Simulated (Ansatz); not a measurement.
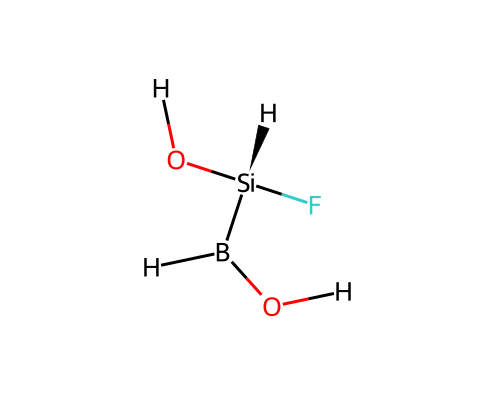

2D structure.

Give its SMILES.

Answer. OB[Si@H](O)F

Give the formula, hydrogens included.

Answer. BFH4O2Si.

An optimisation with PBE0-D4/def2-TZVP gave a structure of which point group?

Answer. C1.

The parts below concern this one geometry. Atoms keep their numbers from picture to picture. The geometry was computed by an optimisation with PBE0-D4/def2-TZVP.

**Vibrations**

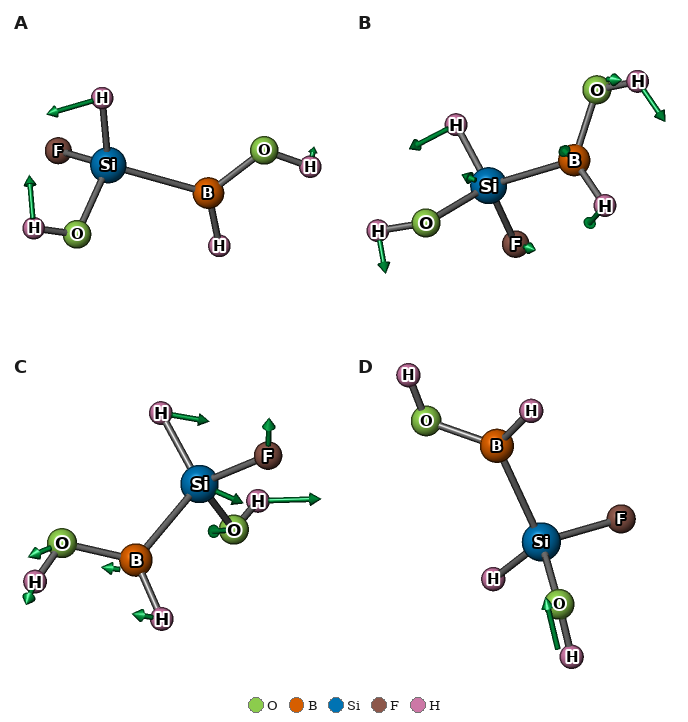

4 normal modes of one molecule or complex, as arrows. Harmonic vibrations computed with RKS PBE0-D4/def2-TZVP (Ansatz 0.2.0) at a stationary point of the same level.

Match the panels to the wavenumbers 180 cm⁻¹, 375 cm⁻¹, 747 cm⁻¹, 3919 cm⁻¹.

Answer. A: 747 cm⁻¹, angle bending
B: 180 cm⁻¹, angle bending
C: 375 cm⁻¹
D: 3919 cm⁻¹, O–H stretching

**Dipole moment**

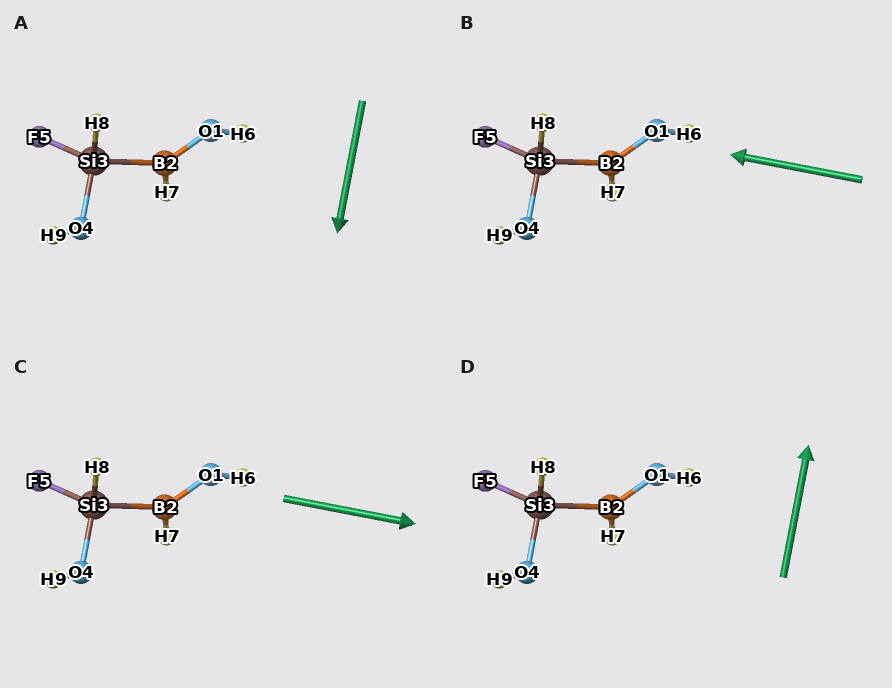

The same molecule four times, each with an arrow. Level of theory: RKS ωB97M-V/def2-TZVPP (Ansatz 0.2.0).

Which arrow points along the dipole moment, from the negative to the positive end?

Answer. C. The dipole moment is 1.77 D; it points from the side of F5 to the side of H6 (the outermost atoms at the two ends).

**Electronic properties**

Level of theory: RKS HSE06 (plane-wave form)-D4/def2-TZVPP (Ansatz 0.2.0).

Give the HOMO–LUMO gap at this level.

Answer. 5.86 eV.

Give the HOMO energy (Kohn–Sham orbital) at this level.

Answer. −7.49 eV.

What is the dispersion correction?

Answer. −11.8 kJ/mol.
